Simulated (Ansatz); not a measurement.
**Run report: PBr3, geometry relaxation**

PBr3, multiplicity 3, computed with UKS wB97X-V/aug-cc-pVDZ (Ansatz 0.2.0).

The run did not end well. The geometry comes from this level: PBE0-D4/def2-TZVP.

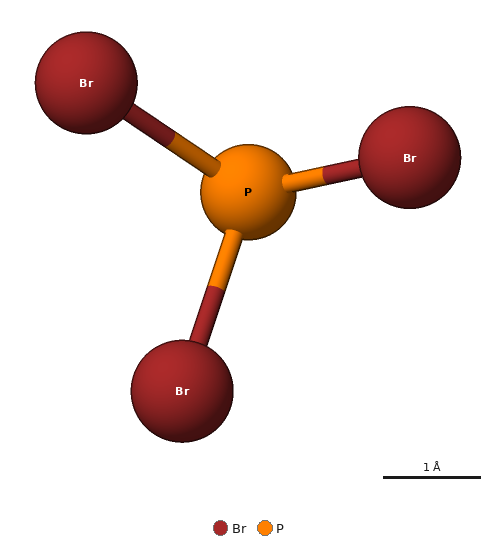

Fig. 1: The structure as given in the input (ball-and-stick view, seen on its broad side). Bond lengths as drawn: Br–P 2.01 to 2.33 Å.

Input file:
```yaml
crystal:
  periodic: [false, false, false]
  atoms:
    - {symbol: Br, position_ang: [-0.174403, 0.332875, 1.975502]}
    - {symbol: P, position_ang: [-0.661585, -0.268613, -0.212851]}
    - {symbol: Br, position_ang: [1.343853, -1.425250, -0.430626]}
    - {symbol: Br, position_ang: [-0.293756, 1.398874, -1.277842]}
basis:
  gaussian: {orbitals: aug-cc-pVDZ, point_charges: [{charge: 2.00, position_ang: [4.466, -0.734, -0.582]}]}
magnetization: {spin_polarized: true, initial_magnetization: 2}
hamiltonian: {xc: {name: wB97X-V}, pseudopotentials: {relativity: none}}
relax: {f_tol: 0.0001, max_steps: 1}
output: {forces: true}
```

Launched with:
```bash
ansatz run in.yaml --threads 4 --pin off --events-out ev --progress --plain --max-ram 10444MiB
```

What the program printed:
```
Functional definition: wB97X-V
  name "wB97X-V"
  cite "Mardirossian & Head-Gordon, Phys. Chem. Chem. Phys. 16, 9904 (2014) doi:10.1039/C3CP54374A"
  cite "Becke, J. Chem. Phys. 107, 8554 (1997) doi:10.1063/1.475007"
  cite "Vydrov & Van Voorhis, J. Chem. Phys. 133, 244103 (2010) doi:10.1063/1.3521275"
  parameter omega = 0.3/bohr
  parameter cx = 0.167
  parameter cx1 = 0.603
  parameter cx2 = 1.194
  parameter css0 = 0.556
  parameter css1 = -0.257
  parameter cos0 = 1.219
  parameter cos1 = -1.850
  parameter b = 6.0
  parameter c = 0.01
  exchange = spin_sum(e_x_unif_sr(omega)*poly(b97_u_x, 1 - cx, cx1, cx2)) + cx*exact_x_sr(omega) + exact_x_lr(omega)
  correlation = spin_sum(e_c_pw_same_spin*poly(b97_u_same, css0, css1))
      + integral(e_c_pw_opposite_spin*poly(b97_u_opposite, cos0, cos1)) + vv10(b, c)
1579 factors; integrals over basis functions are off by at most 1.9e-4 eV
425 factors; integrals over basis functions are off by at most 6.6e-7 eV
mean field evaluation 1: about -219400.9800 eV, gradient 2.8e1 eV
mean field evaluation 2: about -219398.6682 eV, gradient 3.8e1 eV
mean field evaluation 4: about -219407.1486 eV, gradient 1.2e0 eV
mean field evaluation 8: about -219407.2033 eV, gradient 2.1e-1 eV
mean field evaluation 16: about -219407.2180 eV, gradient 2.7e-2 eV
mean field evaluation 32: about -219407.2182 eV, gradient 1.3e-4 eV
mean field -219407.21823703 eV, -8063.0665506567 hartree, gradient 9.9e-7 eV, S^2 2.020989; 6 other end points of the search recorded, 0 dependent functions left out
the calculation of the forces begins
reference -219407.21823823 eV, -8063.0665507010 hartree; 61, 59 occupied and 74, 76 virtual orbitals, 1579 factors
relax step   1: F+E_penalty+E_count = -219407.21823703 eV  Δ(F+E_penalty+E_count) = +0.000e0 eV  max|allowed force component| = 3.285e0 eV/Å  Δτ_max = 0.0000 Å  (197 SCF iters, accepted)
Error: geometry relaxation did not converge after 1 steps: max|allowed force component| = 3.29e0 eV/Å (threshold 1.0e-4). Raise `relax.max_steps` over both its present limit and 1, loosen `relax.f_tol`, or start from a geometry closer to equilibrium. Where this run's directory can be resumed (`checkpoint.write`), a resume goes on for up to `relax.max_steps` more
```

Outcome:

```csv
quantity,value
outcome,not converged
hardware,"4 threads of Arm Neoverse V1, 23 GiB of memory available, shared host"
wall time,63 s (CPU time 4.1 min)
peak memory,1.3 GiB
```

What went wrong:

This input holds a deliberate fault: the optimiser is allowed too few steps. The run did not converge: “geometry relaxation did not converge after 1 steps: max|allowed force component| = 3.29e0 eV/Å (threshold 1.0e-4). Raise `relax.max_steps` over both its present limit and 1, loosen `relax.f_tol`, or start from a geometry closer to equilibrium …” Its last values are not results.
